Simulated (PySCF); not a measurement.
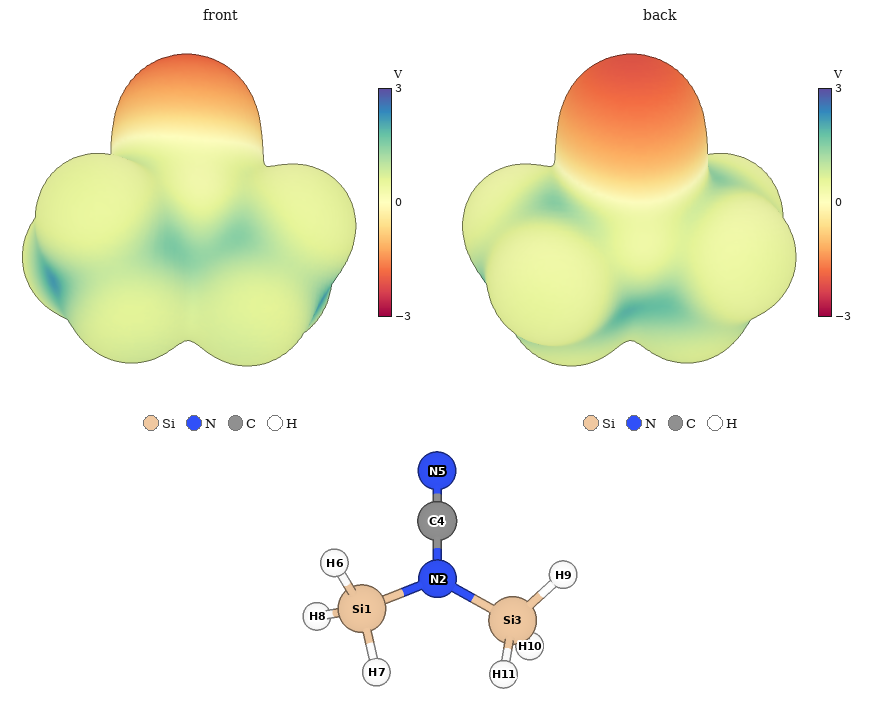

*CH₆N₂Si₂. The electrostatic potential painted on the density surface at 0.002 e/bohr³, seen from the front and from behind; red is negative and blue positive. The bare structure is drawn below in the same view.*

Geometry: PBE0-D3(BJ)/def2-SVP.

Level of theory: PySCF 2.14.0, PBE0/pcSseg-2, SCF density, gas phase, non-relativistic.

```xyz
11

Si    1.6313   -0.3386   -0.1745
N    -0.0037    0.3372    0.0529
Si   -1.5394   -0.5616   -0.0821
C    -0.0829    1.6194    0.4264
N    -0.1521    2.7352    0.7498
H     2.3454    0.4403   -1.2231
H     1.4235   -1.7498   -0.5977
H     2.3856   -0.2774    1.1083
H    -2.5039    0.2704   -0.8510
H    -2.0874   -0.8608    1.2711
H    -1.2122   -1.8233   -0.7994
```

Question: Which sites attract a positive test charge, and which a negative one?

Answer: A positive charge is drawn to the negative regions and a negative charge to the positive ones. The most negative region (about −2.0 V) lies over N5, the most positive (about +2.0 V) over Si1 and Si3. N5 is the likeliest acceptor of a hydrogen bond.

Question: How polar is the molecule by this calculation?

Answer: Its dipole moment is 4.64 D.
